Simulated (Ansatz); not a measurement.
# doublet GeSiH5Cl+: levels of theory compared

Wanted: a comparison of 6 runs (UHF/STO-3G, UHF/cc-pVDZ, U-wB97X/cc-pVDZ, UPBE-QIDH/cc-pVDZ, UPBE/cc-pVDZ, UCCSD(T)/cc-pVDZ) of doublet GeSiH5Cl+. 

The calculation is run with Ansatz 0.2.0.

62 further runs of the same task are left out: 62 set aside as unsound or not needed.

## 1. The system as given

The species is GeSiH5Cl+ (8 atoms), meant as a doublet with charge +1. As SMILES of the parent species, `Cl[SiH2][GeH3]`. The coordinates come from a PBE0-D4/def2-TZVP relaxation. That shape belongs to the parent species and isn't relaxed for this state.

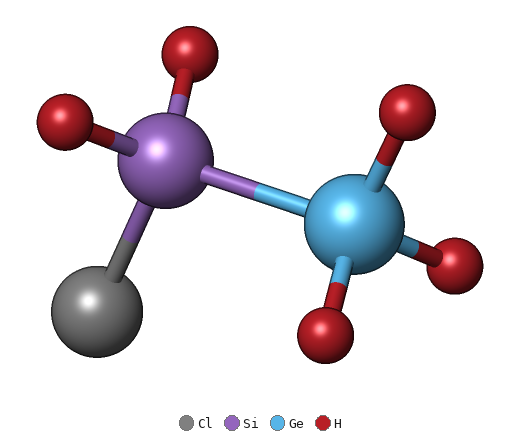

The structure, seen from a chosen angle (chlorine grey, silicon purple, germanium blue, hydrogen red).

## 2. The energy at UHF/STO-3G (run 1)

in.yaml reads:

```yaml
crystal:
  periodic: [false, false, false]
  atoms:
    - symbol: Cl
      position_ang: [-2.290300, 1.217200, -0.310600]
    - symbol: Si
      position_ang: [-0.414100, 0.602600, -0.906900]
    - symbol: Ge
      position_ang: [0.581500, -0.662200, 0.842700]
    - symbol: H
      position_ang: [-0.573600, -0.206400, -2.140800]
    - symbol: H
      position_ang: [0.380700, 1.815700, -1.222200]
    - symbol: H
      position_ang: [0.711200, 0.201700, 2.106100]
    - symbol: H
      position_ang: [1.981500, -1.135500, 0.415600]
    - symbol: H
      position_ang: [-0.284600, -1.890300, 1.160200]
basis:
  gaussian:
    orbitals: STO-3G
total_charge: 1
magnetization:
  spin_polarized: true
  initial_magnetization: 1
hamiltonian:
  xc: hf
accuracy: high
output: {orbitals: {seedname: orbitals}}
```

On the command line:

```console
$ ansatz run in.yaml --threads 1 --pin off --max-ram 3480MiB --events-out events.jsonl --progress --plain --runs-dir runs
```

Standard output:

```text
Warning: RAYON_NUM_THREADS=1 ignored (pool sized by the plan → 1); use --threads N
Functional definition: HF
  name "HF"
  exchange = exact_x
  correlation = 0
700 factors; integrals over basis functions are off by at most 5.6e-9 eV
mean field evaluation 1: about -76042.9218 eV, gradient 1.4e1 eV
mean field evaluation 2: about -76042.9424 eV, gradient 1.3e1 eV
mean field evaluation 4: about -76045.2182 eV, gradient 9.7e-1 eV
mean field evaluation 8: about -76045.2901 eV, gradient 1.8e-1 eV
mean field evaluation 16: about -76045.3004 eV, gradient 2.1e-8 eV
mean field evaluation 32: about -76043.3831 eV, gradient 7.0e0 eV
mean field evaluation 64: about -76044.8227 eV, gradient 4.9e-1 eV
mean field evaluation 96: about -76041.6989 eV, gradient 7.2e0 eV
mean field evaluation 128: about -76045.3004 eV, gradient 1.8e-6 eV
mean field -76045.30040530 eV, -2794.6132445388 hartree, gradient 2.1e-8 eV, S^2 0.759514; 3 other end points of the search recorded, 0 dependent functions left out
reference -76045.30040530 eV, -2794.6132445388 hartree; 34, 33 occupied and 7, 8 virtual orbitals, 700 factors
Total energy: -76045.30040530 eV, -2794.6132445388 hartree
```

Wall time 2 s (1 thread of Arm Neoverse V1, shared host); peak memory 0.13 GiB.

## 3. The energy at UHF/cc-pVDZ (run 2)

job.yaml reads:

```yaml
crystal:
  periodic: [false, false, false]
  atoms:
    - {symbol: Cl, position_ang: [-2.290300, 1.217200, -0.310600]}
    - {symbol: Si, position_ang: [-0.414100, 0.602600, -0.906900]}
    - {symbol: Ge, position_ang: [0.581500, -0.662200, 0.842700]}
    - {symbol: H, position_ang: [-0.573600, -0.206400, -2.140800]}
    - {symbol: H, position_ang: [0.380700, 1.815700, -1.222200]}
    - {symbol: H, position_ang: [0.711200, 0.201700, 2.106100]}
    - {symbol: H, position_ang: [1.981500, -1.135500, 0.415600]}
    - {symbol: H, position_ang: [-0.284600, -1.890300, 1.160200]}
basis:
  gaussian: {orbitals: cc-pVDZ}
total_charge: 1
magnetization: {spin_polarized: true, initial_magnetization: 1}
hamiltonian: {xc: hf}
accuracy: high
output: {orbitals: {seedname: orbitals}}
```

On the command line:

```console
$ ansatz run job.yaml --threads 1 --pin off --max-ram 3480MiB --events-out events.jsonl --progress --plain --runs-dir runs
```

Standard output:

```text
Warning: RAYON_NUM_THREADS=1 ignored (pool sized by the plan → 1); use --threads N
[... 4 set-up lines as earlier in the session ...]
2042 factors; integrals over basis functions are off by at most 4.4e-9 eV
mean field evaluation 1: about -76907.2611 eV, gradient 1.4e1 eV
mean field evaluation 2: about -76907.2755 eV, gradient 1.4e1 eV
mean field evaluation 4: about -76909.0836 eV, gradient 1.9e0 eV
mean field evaluation 8: about -76909.1405 eV, gradient 1.9e-2 eV
mean field evaluation 16: about -76907.9601 eV, gradient 2.5e0 eV
mean field -76909.14047715 eV, -2826.3587816474 hartree, gradient 2.7e-8 eV, S^2 0.762372; 1 other end points of the search recorded, 0 dependent functions left out
reference -76909.14047715 eV, -2826.3587816474 hartree; 34, 33 occupied and 54, 55 virtual orbitals, 2042 factors
Total energy: -76909.14047715 eV, -2826.3587816474 hartree
```

It took 9.6 s on 1 thread of Arm Neoverse V1, shared host; peak memory 0.42 GiB.

Runs 3 to 4 aren't shown in full; the table further down has their settings and results.

## 4. A single-point energy at UPBE/cc-pVDZ (run 5)

Edit job.yaml of step 3 so:

```diff
@@ -15,3 +15,3 @@
 magnetization: {spin_polarized: true, initial_magnetization: 1}
-hamiltonian: {xc: hf}
+hamiltonian: {xc: {name: PBE}}
 accuracy: high
```

On the command line:

```console
$ ansatz run job.yaml --threads 1 --pin off --max-ram 3480MiB --events-out events.jsonl --progress --plain --runs-dir runs
```

Standard output:

```text
Warning: RAYON_NUM_THREADS=1 ignored (pool sized by the plan → 1); use --threads N
Functional definition: PBE
  name "PBE"
  parameter kappa = 0.804
  parameter beta = 0.06672455060314922
  exchange = pbe_x(kappa = kappa, mu = beta*pi^2/3)
  correlation = pbe_c(beta = beta)
2042 factors; integrals over basis functions are off by at most 4.4e-9 eV
mean field evaluation 1: about -76970.6856 eV, gradient 1.6e1 eV
mean field evaluation 2: about -76966.0662 eV, gradient 2.7e1 eV
mean field evaluation 4: about -76972.1867 eV, gradient 2.3e0 eV
mean field evaluation 8: about -76972.2213 eV, gradient 1.1e-1 eV
mean field evaluation 16: about -76972.2214 eV, gradient 4.2e-5 eV
mean field evaluation 32: about -76972.0860 eV, gradient 1.0e0 eV
mean field -76972.22143274 eV, -2828.6769640077 hartree, gradient 2.8e-8 eV, S^2 0.751303; 5 other end points of the search recorded, 0 dependent functions left out
reference -76972.22143645 eV, -2828.6769641441 hartree; 34, 33 occupied and 54, 55 virtual orbitals, 2042 factors
Total energy: -76972.22143645 eV, -2828.6769641441 hartree
```

It took 21 s on 1 thread of Arm Neoverse V1, shared host; peak memory 0.32 GiB.

## 5. The energy at UCCSD(T)/cc-pVDZ (run 6)

molecule.yaml reads:

```yaml
crystal:
  periodic: [false, false, false]
  atoms:
    - symbol: Cl
      position_ang: [-2.290300, 1.217200, -0.310600]
    - symbol: Si
      position_ang: [-0.414100, 0.602600, -0.906900]
    - symbol: Ge
      position_ang: [0.581500, -0.662200, 0.842700]
    - symbol: H
      position_ang: [-0.573600, -0.206400, -2.140800]
    - symbol: H
      position_ang: [0.380700, 1.815700, -1.222200]
    - symbol: H
      position_ang: [0.711200, 0.201700, 2.106100]
    - symbol: H
      position_ang: [1.981500, -1.135500, 0.415600]
    - symbol: H
      position_ang: [-0.284600, -1.890300, 1.160200]
basis:
  gaussian: {orbitals: cc-pVDZ}
total_charge: 1
magnetization: {spin_polarized: true, initial_magnetization: 1}
correlation: {method: ccsd_t, frozen_orbitals: {Cl: 5, Ge: 9, H: 0, Si: 5}}
accuracy: high
scf: {omitted_lower_state_checks: [cluster_reference, increment]}
```

On the command line:

```console
$ ansatz run molecule.yaml --threads 1 --pin off --max-ram 3480MiB --events-out events.jsonl --progress --plain --runs-dir runs
```

Standard output:

```text
Warning: RAYON_NUM_THREADS=1 ignored (pool sized by the plan → 1); use --threads N
[... 12 lines left out ...]
19 core orbitals not correlated: weight in the atoms' cores, before any rotation towards them, 1.000 or more for the frozen orbitals, at most 0.000 for the correlated occupied ones
[... 34 lines left out ...]
Total energy: -76920.27828609 eV, -2826.7680885766 hartree
Checks for a lower state left out: cluster_reference, increment
```

Wall time 91 s (1 thread of Arm Neoverse V1, shared host); peak memory 0.78 GiB.

## 6. The series

```
run              level  frozen core orbitals   energy (Eh)  HOMO energy (eV)  LUMO energy (eV)   ⟨S²⟩  wall time
  1         UHF/STO-3G                     –  -2794.613245            -15.85             -8.12  0.760        2 s
  2        UHF/cc-pVDZ                     –  -2826.358782            -17.51             -8.92  0.762      9.6 s
  3    U-wB97X/cc-pVDZ                     –  -2829.365487            -16.89            -10.29  0.756    1.8 min
  4  UPBE-QIDH/cc-pVDZ                    19  -2828.213260            -16.57            -10.62  0.760       26 s
  5       UPBE/cc-pVDZ                     –  -2828.676964            -13.25            -12.68  0.751       21 s
  6   UCCSD(T)/cc-pVDZ                    19  -2826.768089                 –                 –  0.762       91 s
```

## 7. What came out

| quantity | value |
| --- | --- |
| run 6: total energy | -2826.76809 Eh |
| run 6: correlation energy (19 core orbitals frozen) | -409.3 mEh |
| run 6: (T) correction | -11.89 mEh |
| run 6: ⟨S²⟩ of the reference determinant | 0.762 |
| run 6: T1 diagnostic | 0.024 |

Totals of different functionals can't be ranked against each other. In run 1 the basis is minimal, so the values are rough. All runs together took 4.2 min, the longest 1.8 min.
